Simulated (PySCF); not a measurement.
Si(H)(F)(Br)(Vi), SMILES C=C[SiH](F)Br, PBE0/def2-SVP optimised geometry. Atoms within 1.6 Å of the plane z = 0.0 Å (x, y, z in Å): Si1 (-0.58, -0.71, 0.00), F2 (1.04, -0.71, 0.00), C4 (-1.14, -1.71, -1.45), H6 (-1.04, 0.71, 0.00).

Calculation: PBE0/def2-TZVP (PySCF 2.14.0). Cells within 0.4 Å of a nucleus heavier than hydrogen are left out (blank, or x).

Map of the log10 of the electron density (e/bohr³), floored at −4 on the plane z = 0.0 Å:

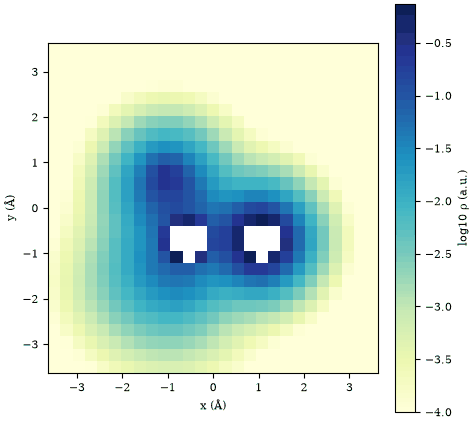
Fig. 1. Log10 of the electron density (e/bohr³), floored at −4 on the plane z = 0.0 Å.
